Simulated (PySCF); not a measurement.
# H2Te, SMILES `[TeH2]`: electronic structure

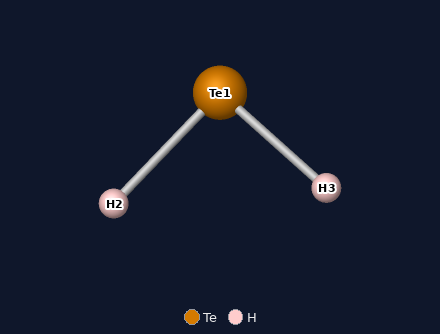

The molecule, with its atoms numbered as below. No frequency check shows the geometry to be a minimum.

Cartesian coordinates (Å):

```
Te1     -0.0438   -0.0000    0.0000
H2       1.1395   -1.1372    0.0000
H3       1.1371    1.1395    0.0000
```

## 1. Bonding charge

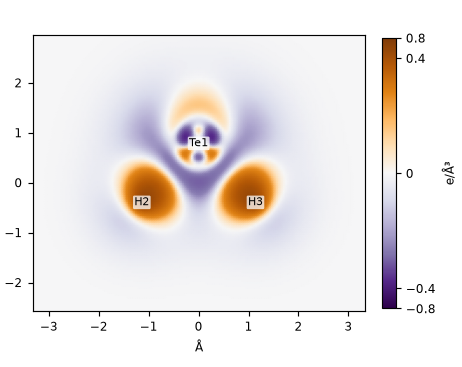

Deformation density (molecule less spherical, spin-averaged free atoms) in the molecular plane; colour scale in e/Å³, logarithmic beyond ±0.1; orange: gain, purple: loss.

Method: PBE0/def2-SVPD; geometry: GFN2-xTB; program: PySCF. Core potentials replace the inner electrons of Te; spin–orbit coupling isn't included.

**How much density has each bond in this plane gained at its critical point, relative to the free atoms?**

Te1–H3 and Te1–H2: +0.16 e/Å³ at the bond critical point (bond length 1.64 Å). In all, 0.7 electrons gather in the regions of gain relative to the promolecule.

## 2. Bond critical points

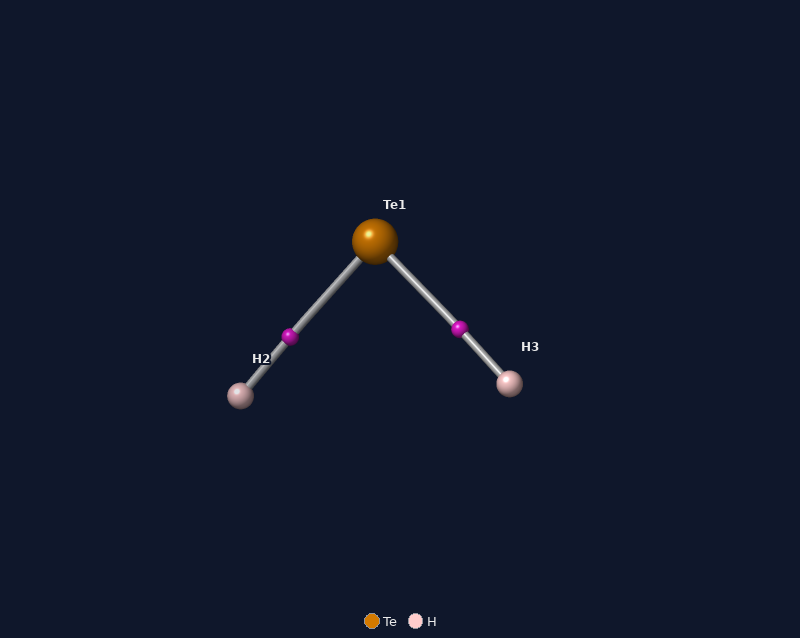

Molecular graph of the electron density (QTAIM): bond paths, bond critical points (magenta), ring points (cyan, if any); weak paths are dashed.

**How many critical points of each kind are there, and does the count close?**

3 nuclei, 2 bond, 0 ring and 0 cage critical points: 3 − 2 + 0 − 0 = 1, as the Poincaré–Hopf relation requires.

**What does the calculation give at each kind of bond critical point?**

```tsv
bond	length (Å)	ρ (a.u.)	∇²ρ (a.u.)	ε	H (a.u.)
Te1–H3 (2 alike)	1.641	0.134	+0.04	0.11	−0.076
```

**What kind of interaction is Te1–H3?**

Polar or intermediate (positive Laplacian, negative energy density H): ρ = 0.134, ∇²ρ = +0.04, H = −0.076 a.u.

## 3. Electrostatic potential

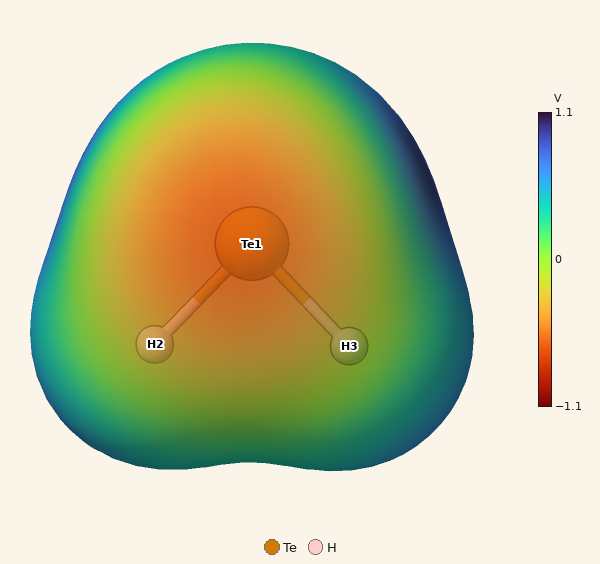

Electrostatic potential on the surface of electron density 0.001 a.u.

**Where are the extremes of the potential on the surface?**

Highest: 1.00 V, off the Te1–H3 bond (2.2 Å from its atoms), and at like points elsewhere. Further maxima include 0.62 V, 1.4 Å from H2, and at like points elsewhere. Lowest: −0.63 V, 2.6 Å from Te1, and at like points elsewhere. The surface is sampled at points, so like sites can differ by a few per cent and only the strongest of them is named.

## 4. Excited states

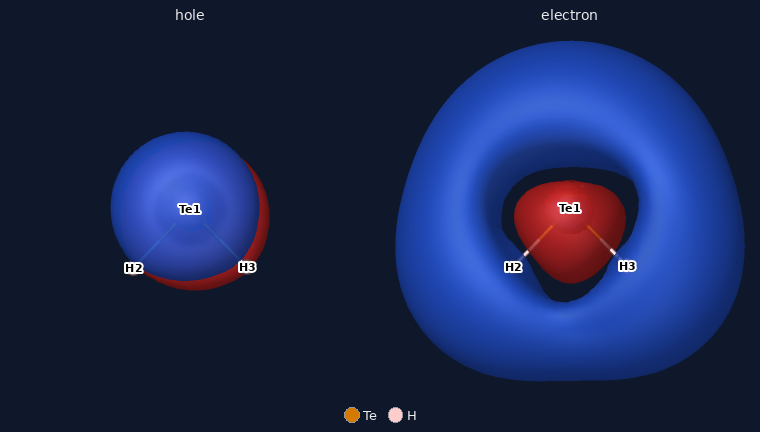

Leading natural transition orbital pair of S₂ (full linear response singlet states); the surfaces enclose about 78 % of each orbital's density.

Level of theory: CAM-B3LYP/def2-SVPD (PySCF), at a geometry from GFN2-xTB. Core potentials replace the inner electrons of Te; spin–orbit coupling isn't included.

**Give its energy and the atoms that hole and electron lie on.**

5.00 eV (248 nm), f = 0.046, diffuse (Rydberg-like) orbital; the leading pair carries 100 %; hole on Te1 (93 %), electron on Te1 (66 %) and H2 and H3 (17 % each) (atom shares of so diffuse an orbital are rough); their centroids lie 0.3 Å apart. In canonical orbitals it is mainly HOMO → LUMO+1 (98 %). The HOMO–LUMO gap is 8.03 eV.

## 5. In an electric field

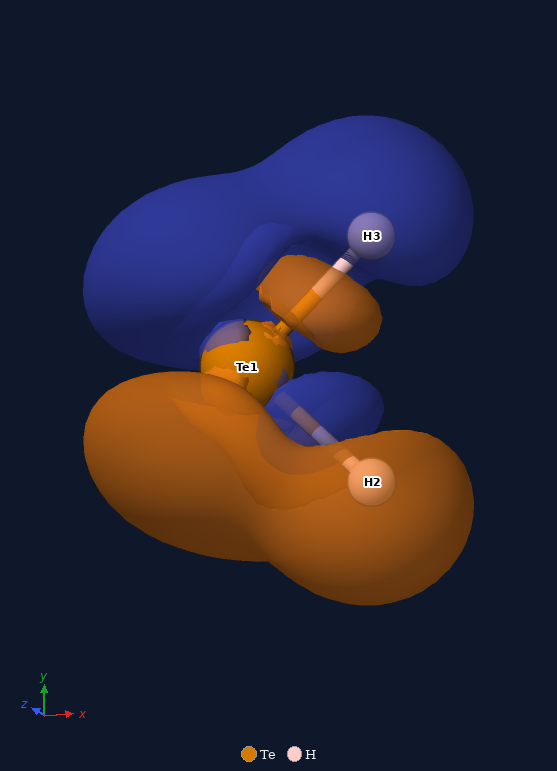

Change of the electron density in a uniform field of 0.26 V/Å, surfaces at ±0.0015 e/Å³ (orange: gain, blue: loss).

PySCF calculation, B3LYP/def2-SVPD, gas phase; geometry: GFN2-xTB. Core potentials replace the inner electrons of Te; spin–orbit coupling isn't included.

The field was applied in both directions; the picture shows the one opposite to the script's first.

**Along which Cartesian direction does the field point?**

Along +y: electrons gather on the −y side, against the field.

**What dipole is induced, and what polarisability does it imply?**

The induced dipole is 0.54 D (along the field); α along this axis, from the fields in both directions, is 43 bohr³ (6.3 Å³).

## 6. Removing or adding an electron

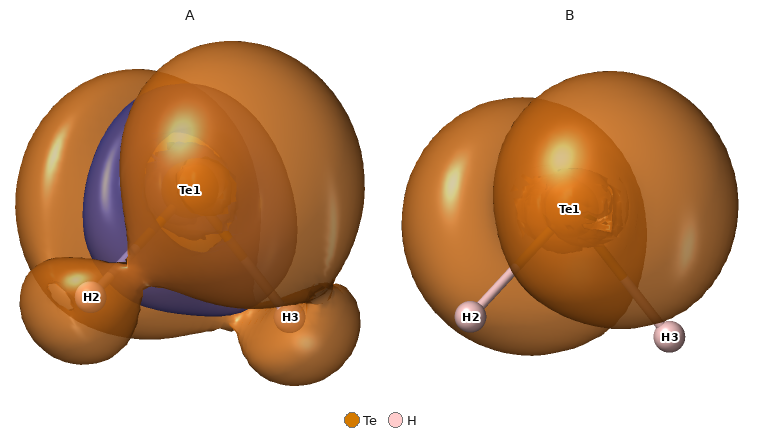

The Fukui function f⁻ from two separate SCF calculations and the density of the HOMO, at ±0.02 e/Å³ (orange positive, blue negative).

Computed with PySCF, PBE0/def2-SVPD, geometry: GFN2-xTB. Core potentials replace the inner electrons of Te; spin–orbit coupling isn't included.

**Which panel is which, and how good is the frozen-orbital picture?**

A is f⁻ (it has negative regions), B the HOMO density. The HOMO lies on Te1 (93 %); f⁻ (Hirshfeld-condensed) is largest on Te1 (0.81); the vertical ionisation energy is 8.98 eV. Relaxation shifts 12 % of the electron between atoms. The orbital energy is −6.55 eV.
